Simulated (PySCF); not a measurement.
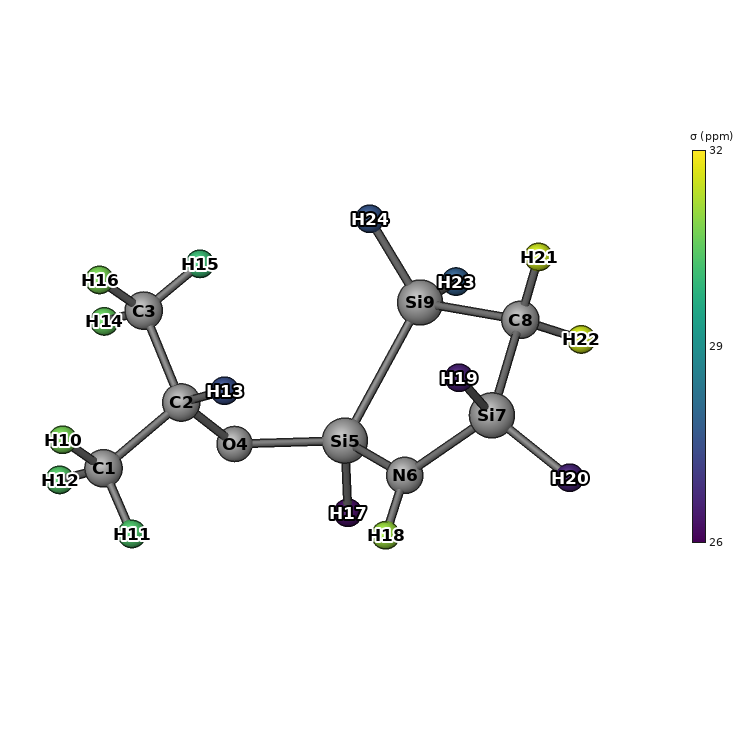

Atoms are coloured by their isotropic NMR shieldings (H only, the others grey). The computed structure is the end point of a GFN2-xTB optimisation. No frequency run is at hand to confirm it as a minimum. Method: GIAO PBE0/pcSseg-1 NMR shielding, non-relativistic, gas phase (PySCF 2.14.0).

### Which H atom is the most shielded (lowest chemical shift)?

H22 (31.52 ppm).

### Which H atom is the least shielded (highest chemical shift)?

H17 (26.27 ppm).

### How wide is the range of H shifts?

5.25 ppm.

Give the isotropic NMR shieldings of the H atoms atom by atom.

```csv
atom,σ (ppm)
H10,30.74
H11,30.33
H12,30.39
H13,27.49
H14,30.59
H15,30.09
H16,30.78
H17,26.27
H18,31.08
H19,26.54
H20,26.62
H21,31.51
H22,31.52
H23,27.84
H24,27.62
```

The geometry is semi-empirical. Around Si such bond lengths and angles can be off by a tenth of an ångström or more and by several degrees, and values that hang on the shape move with them.
